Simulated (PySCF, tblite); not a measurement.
**C5H11FN+: a rotation path, then NMR shifts on frames**

How do NMR shifts of C5H11FN+ (`C[C@@H]1C[C@H](CF)[NH2+]1`) change as the atoms move?

Programs: tblite 0.8.0 and PySCF 2.14.0, with density-fitted response routines of our own. Each step states its level of theory. These are calculated values for one molecule in the gas phase, unless marked as measured. Atoms count from 0, in the outputs and in this text.

### Step 1. The molecule as given

18 atoms, charge 1, multiplicity 1; geometry from: GFN2-xTB.

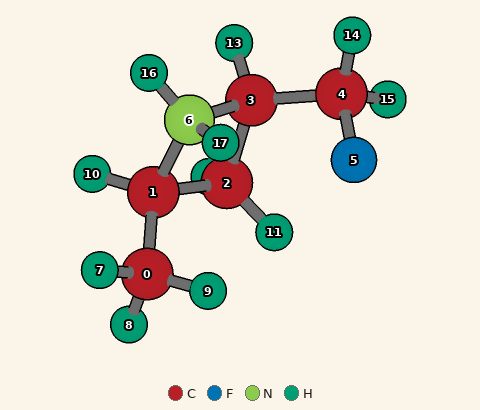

The starting geometry (carbon red, fluorine blue, nitrogen green, hydrogen teal), atoms numbered.

### Step 2. A band between two rotamers with GFN2-xTB

The job: settings as JSON, then the geometry in Å.

```
{"job": {"kind": "neb", "xc": "GFN2-xTB", "basis": "xTB", "atoms": [5, 4, 3, 6], "turn": 120}, "charge": 1, "multiplicity": 1}
C      2.135165     0.356376     0.100527
C      1.017079    -0.571785    -0.297728
C     -0.059613    -0.021398    -1.245920
C     -1.120870    -0.445750    -0.218842
C     -2.069782     0.632741     0.282642
F     -1.308931     1.632789     0.831978
N     -0.036335    -0.739873     0.777278
H      2.744615    -0.075598     0.890680
H      2.777488     0.529609    -0.759313
H      1.748244     1.318949     0.429333
H      1.395298    -1.549810    -0.598431
H      0.001766     1.057429    -1.372746
H     -0.128046    -0.494756    -2.219864
H     -1.674097    -1.344492    -0.492570
H     -2.738510     0.268351     1.068771
H     -2.650673     1.061340    -0.538197
H     -0.072927    -1.630805     1.278256
H      0.031370     0.023000     1.465825
```

Method: GFN2-xTB climbing-image nudged elastic band, gas phase.

Started as:

```sh
OMP_NUM_THREADS=1 python probes_run.py task.json out
```

One launch serves the whole session: the jobs run in the order shown.

Standard output:

```text
image   E - E0 / eV
  0      -0.0000
  1       0.0308
  2       0.1063
  3       0.1941
  4       0.2608
  5       0.2870
  6       0.2804
  7       0.2661
  8       0.2593
```

Wall time 2.6 s (1 thread of Arm Neoverse V1, shared host); peak memory 0.18 GiB.

The final band, with the dihedral F5–C4–C3–N6:

```
image  dihedral (°)  energy (eV)  energy (kcal/mol)
    0            44        0.000                0.0
    1            60        0.031                0.7
    2            77        0.106                2.5
    3            94        0.194                4.5
    4           111        0.261                6.0
    5           128        0.287                6.6
    6           145        0.280                6.5
    7           162        0.266                6.1
    8           180        0.259                6.0
```

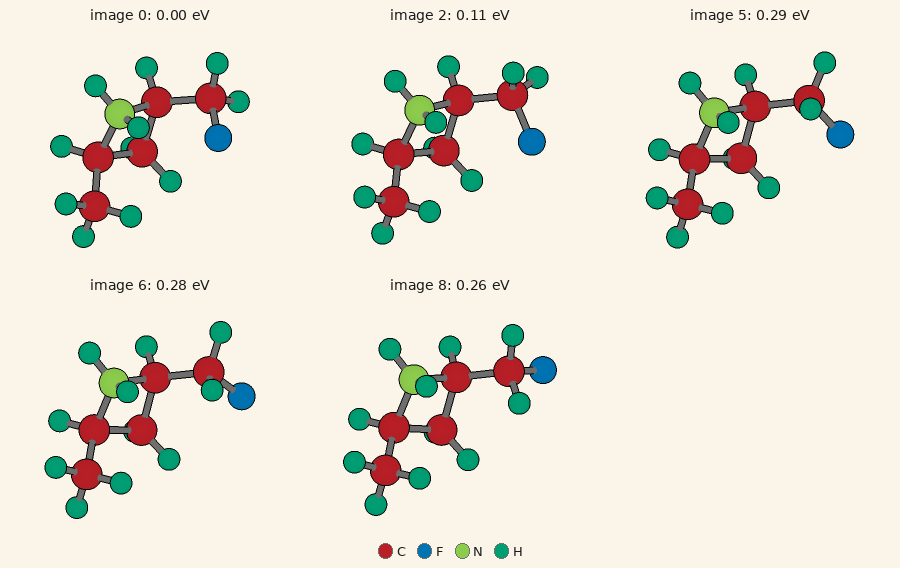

Images along the band.

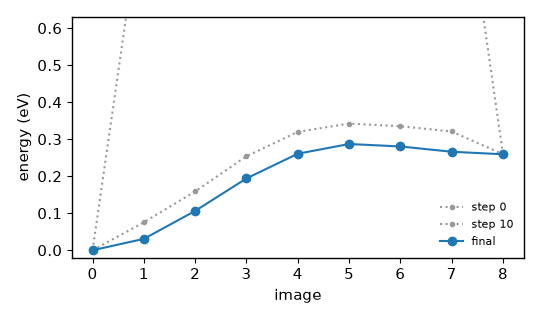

Energy along the band, early and final.

### Step 3. Nuclear shieldings: image 0, PBE0/pcSseg-1

The job: settings as JSON, then the geometry in Å.

```
{"job": {"kind": "nmr", "xc": "PBE0", "basis": "pcSseg-1", "pop": false}, "charge": 1, "multiplicity": 1}
C      2.135200     0.356400     0.100500
C      1.017100    -0.571800    -0.297700
C     -0.059600    -0.021400    -1.245900
C     -1.120900    -0.445800    -0.218800
C     -2.069800     0.632700     0.282600
F     -1.308900     1.632800     0.832000
N     -0.036300    -0.739900     0.777300
H      2.744600    -0.075600     0.890700
H      2.777500     0.529600    -0.759300
H      1.748200     1.318900     0.429300
H      1.395300    -1.549800    -0.598400
H      0.001800     1.057400    -1.372700
H     -0.128000    -0.494800    -2.219900
H     -1.674100    -1.344500    -0.492600
H     -2.738500     0.268400     1.068800
H     -2.650700     1.061300    -0.538200
H     -0.072900    -1.630800     1.278300
H      0.031400     0.023000     1.465800
```

Method: GIAO PBE0/pcSseg-1 NMR shielding, non-relativistic, gas phase.

Standard output:

```text
coarse grid: 14400 points
cycle   1  E = -350.9398587280  dE =  1.119e+00  |g| = 5.519e-01  |ddm| = 3.548e+00
cycle   2  E = -350.9057754472  dE =  3.408e-02  |g| = 7.476e-01  |ddm| = 1.075e+00
cycle   3  E = -351.0026923975  dE = -9.692e-02  |g| = 6.532e-02  |ddm| = 5.320e-01
cycle   4  E = -351.0032918903  dE = -5.995e-04  |g| = 2.947e-02  |ddm| = 6.610e-02
cycle   5  E = -351.0034677421  dE = -1.759e-04  |g| = 5.869e-03  |ddm| = 2.333e-02
cycle   6  E = -351.0034732844  dE = -5.542e-06  |g| = 1.929e-03  |ddm| = 4.079e-03
final grid: 137728 points
cycle   7  E = -351.0504222034  dE = -5.862e-05  |g| = 8.594e-03  |ddm| = 3.779e-02
cycle   8  E = -351.0504162327  dE =  5.971e-06  |g| = 1.043e-02  |ddm| = 1.353e-02
cycle   9  E = -351.0504398565  dE = -2.362e-05  |g| = 1.071e-03  |ddm| = 7.226e-03
cycle  10  E = -351.0504400236  dE = -1.670e-07  |g| = 2.896e-04  |ddm| = 8.410e-04
cycle  11  E = -351.0504400365  dE = -1.292e-08  |g| = 5.950e-05  |ddm| = 2.297e-04
cycle  12  E = -351.0504400372  dE = -6.563e-10  |g| = 2.091e-05  |ddm| = 6.712e-05
converged SCF energy = -351.0504400372

GIAO shielding tensors (ppm)
atom      isotropic    diamagn.    paramagn.     s11        s22        s33       span
  0 C      164.640     246.119     -81.479    150.211    157.301    186.407     36.196
  1 C      126.992     251.145    -124.153     90.005    124.745    166.226     76.221
  2 C      156.440     251.196     -94.756    139.899    147.593    181.826     41.926
  3 C      127.203     253.202    -125.999     99.427    126.171    156.012     56.585
  4 C      104.202     239.369    -135.167     80.025     86.201    146.381     66.356
  5 F      439.025     475.551     -36.526    401.538    436.781    478.756     77.218
  6 N      195.390     326.092    -130.702    179.110    180.795    226.263     47.153
  7 H       29.795      27.562       2.233     25.362     26.808     37.213     11.851
  8 H       29.615      27.076       2.539     25.349     26.254     37.242     11.893
  9 H       29.864      29.422       0.443     25.419     30.015     34.158      8.739
 10 H       26.869      30.723      -3.855     23.681     26.177     30.749      7.068
 11 H       28.789      31.105      -2.316     26.507     27.458     32.401      5.894
 12 H       28.616      30.283      -1.668     25.060     25.766     35.022      9.962
 13 H       27.027      30.655      -3.628     24.340     25.299     31.441      7.100
 14 H       26.598      26.663      -0.065     21.746     25.790     32.258     10.513
 15 H       26.511      26.475       0.036     22.446     25.235     31.852      9.406
 16 H       26.831      31.247      -4.416     21.387     22.065     37.039     15.653
 17 H       26.436      32.611      -6.175     22.243     25.181     31.883      9.640
```

It took 21 s on 1 thread of Arm Neoverse V1, shared host; peak memory 0.74 GiB.

Shifts follow as δ = σ(reference) − σ, with reference shieldings (ppm) from runs at the same level and on the same kind of geometry: ¹H TMS 31.72, ¹³C TMS 186.9, ¹⁹F CFCl3 170.9, ¹⁵N NH3 267.7. The references are single molecules in the gas phase, so shifts against H2O, NH3, PH3, H3PO4 or CFCl3 are not on the usual liquid scales and can be off by tens of ppm. Each atom is listed at this fixed geometry, with no averaging over motion; a spectrum would average atoms that exchange fast.

```
atoms                         environment  σ (ppm)  δ (ppm)
   C4                 sp3 CH2 bonded to F    104.2     82.7
   C1                  sp3 CH bonded to N    127.0     59.9
   C3                  sp3 CH bonded to N    127.2     59.7
   C2                   sp3 CH2 in a ring    156.4     30.5
   C0                       methyl carbon    164.6     22.3
  H17    hydrogen on an ammonium nitrogen    26.44     5.28
  H15  hydrogen on an sp3 CH2 bonded to F    26.51     5.21
  H14  hydrogen on an sp3 CH2 bonded to F    26.60     5.12
  H16    hydrogen on an ammonium nitrogen    26.83     4.89
  H10   hydrogen on an sp3 CH bonded to N    26.87     4.85
  H13   hydrogen on an sp3 CH bonded to N    27.03     4.69
  H12    hydrogen on an sp3 CH2 in a ring    28.62     3.10
  H11    hydrogen on an sp3 CH2 in a ring    28.79     2.93
   H8         hydrogen on a methyl carbon    29.61     2.10
   H7         hydrogen on a methyl carbon    29.79     1.92
   H9         hydrogen on a methyl carbon    29.86     1.85
   F5           fluorine on an sp3 carbon    439.0   -268.1
   N6                   ammonium nitrogen    195.4     72.3
```

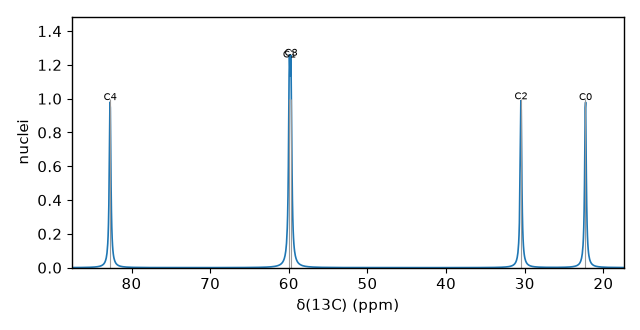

¹³C lines at the computed shifts, without couplings. Lines are broadened to a width of 0.24 ppm (Lorentzian).

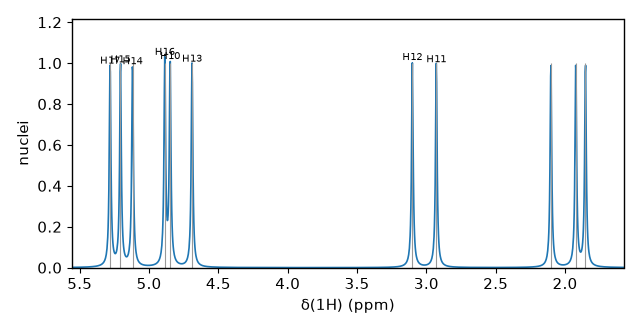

¹H lines at the computed shifts, without couplings. Lines are broadened to a width of 0.01 ppm (Lorentzian).

Ring of atoms C1, C2, C3, N6: NICS(0) -3.4, NICS(1) -0.6, NICS(1)zz 2.7 ppm (means of both faces).

### Step 4. Nuclear shieldings: image 2, PBE0/pcSseg-1

The job: settings as JSON, then the geometry in Å.

```
{"job": {"kind": "nmr", "xc": "PBE0", "basis": "pcSseg-1", "pop": false}, "charge": 1, "multiplicity": 1}
C      2.148500     0.313700     0.163500
C      1.024400    -0.571300    -0.308600
C     -0.034400     0.037700    -1.240800
C     -1.113600    -0.404800    -0.236300
C     -2.086400     0.648500     0.280600
F     -1.512400     1.885200     0.222400
N     -0.038200    -0.772800     0.751900
H      2.720700    -0.174000     0.949700
H      2.823100     0.515500    -0.664200
H      1.771500     1.267100     0.528300
H      1.395000    -1.538500    -0.651200
H      0.049900     1.119700    -1.326900
H     -0.102400    -0.395300    -2.233600
H     -1.666300    -1.293900    -0.541200
H     -2.347000     0.469900     1.330800
H     -2.997300     0.675000    -0.323500
H     -0.099900    -1.700100     1.180900
H      0.056100    -0.075000     1.500000
```

Method: GIAO PBE0/pcSseg-1 NMR shielding, non-relativistic, gas phase.

Standard output:

```text
coarse grid: 14400 points
cycle   1  E = -350.9313924967  dE =  1.116e+00  |g| = 5.610e-01  |ddm| = 3.549e+00
cycle   2  E = -350.8964316874  dE =  3.496e-02  |g| = 7.626e-01  |ddm| = 1.151e+00
cycle   3  E = -350.9972749303  dE = -1.008e-01  |g| = 6.417e-02  |ddm| = 5.749e-01
cycle   4  E = -350.9978625856  dE = -5.877e-04  |g| = 2.926e-02  |ddm| = 6.667e-02
cycle   5  E = -350.9980370894  dE = -1.745e-04  |g| = 6.030e-03  |ddm| = 2.313e-02
cycle   6  E = -350.9980429930  dE = -5.904e-06  |g| = 2.002e-03  |ddm| = 4.269e-03
final grid: 137728 points
cycle   7  E = -351.0449958429  dE = -5.736e-05  |g| = 8.533e-03  |ddm| = 3.723e-02
cycle   8  E = -351.0449904274  dE =  5.416e-06  |g| = 1.018e-02  |ddm| = 1.355e-02
cycle   9  E = -351.0450135587  dE = -2.313e-05  |g| = 1.078e-03  |ddm| = 7.178e-03
cycle  10  E = -351.0450137267  dE = -1.680e-07  |g| = 2.790e-04  |ddm| = 8.586e-04
cycle  11  E = -351.0450137384  dE = -1.169e-08  |g| = 6.187e-05  |ddm| = 2.287e-04
cycle  12  E = -351.0450137391  dE = -7.125e-10  |g| = 2.063e-05  |ddm| = 7.207e-05
converged SCF energy = -351.0450137391

GIAO shielding tensors (ppm)
atom      isotropic    diamagn.    paramagn.     s11        s22        s33       span
  0 C      163.878     246.313     -82.435    148.571    156.862    186.202     37.630
  1 C      126.465     251.403    -124.937     90.278    123.102    166.016     75.739
  2 C      159.377     250.509     -91.132    142.246    150.070    185.815     43.570
  3 C      125.240     252.945    -127.705     95.920    128.110    151.690     55.770
  4 C      103.268     238.345    -135.077     79.098     89.088    141.619     62.521
  5 F      427.423     474.026     -46.604    391.765    407.729    482.774     91.010
  6 N      184.776     326.573    -141.797    159.563    179.666    215.099     55.536
  7 H       29.792      27.665       2.126     25.344     26.893     37.138     11.793
  8 H       29.535      27.034       2.501     25.334     26.138     37.132     11.797
  9 H       29.921      29.536       0.385     25.643     29.834     34.285      8.642
 10 H       26.834      30.772      -3.938     23.719     26.138     30.644      6.925
 11 H       28.334      30.538      -2.203     25.734     27.839     31.430      5.696
 12 H       28.697      30.007      -1.309     25.005     25.725     35.363     10.358
 13 H       26.969      30.782      -3.812     23.921     25.731     31.255      7.334
 14 H       26.745      27.070      -0.325     22.468     26.442     31.324      8.856
 15 H       26.418      25.997       0.421     21.321     25.917     32.017     10.696
 16 H       26.497      31.371      -4.874     21.526     22.168     35.798     14.272
 17 H       27.493      33.250      -5.757     24.482     24.776     33.220      8.737
```

It took 21 s on 1 thread of Arm Neoverse V1, shared host; peak memory 0.82 GiB.

In short: δ C4 83.7, C3 61.7, C1 60.5, C2 27.5, H15 5.30, H16 5.22 ppm.

(Part 1 of 2 ends here.)
